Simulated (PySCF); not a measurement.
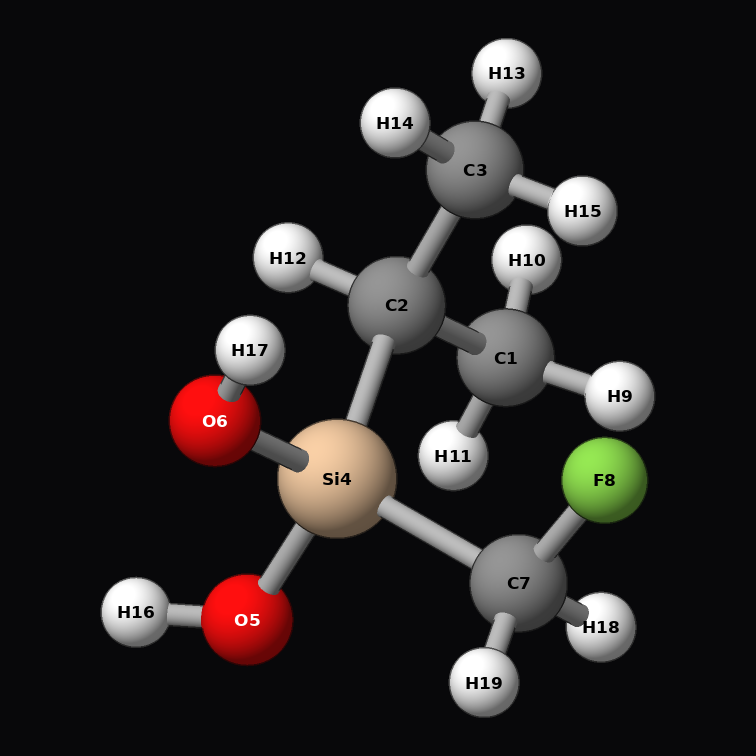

The computed structure is the end point of a GFN2-xTB optimisation. No frequency run is at hand to confirm it as a minimum. Level of theory: GIAO PBE0/pcSseg-1 NMR shielding, non-relativistic, gas phase (PySCF 2.14.0). Principal shieldings σ11 ≤ σ22 ≤ σ33, span Ω = σ33 − σ11, skew κ = 3(σiso − σ22)/Ω.

Give the shielding tensors of the Si atoms.

```csv
atom,σ11,σ22,σ33,σiso,Ω,κ
Si4,346.1,354.3,397.9,366.1,51.8,0.68
```

Shieldings and span in ppm.

The geometry is semi-empirical. Around Si such bond lengths and angles can be off by a tenth of an ångström or more and by several degrees, and values that hang on the shape move with them.
